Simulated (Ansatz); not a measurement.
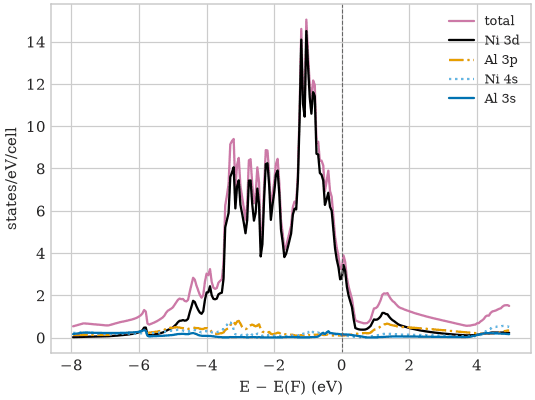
Figure. Total and projected density of states of AlNi3 (Cu3Au type, space group No. 221), plane-wave PAW PBEsol (Ansatz code)

### Question
Which orbitals carry the states next to the Fermi level?

### Answer
Within 0.5 eV of the Fermi level: Ni 3d 86 %. Projections are on Löwdin-orthogonalised atomic valence shells; empty p or d shells of many metals are not among them.

### Question
Where is the tallest occupied peak in this window, and what makes it?

### Answer
Near -1.0 eV, about 15 states/eV per cell; the largest projected share is Ni 3d.

Space group Pm-3m (Cu3Au type). The cell was relaxed with PBEsol under the symmetry of its start. Spin order of the final state: ferromagnetic, the only order run, not a proven ground state.

Potentials: the earlier of the program's two PAW sets. The files were generated under PBE; for other functionals the program regenerates the frozen cores, and for LDA and PBEsol the local potential too.
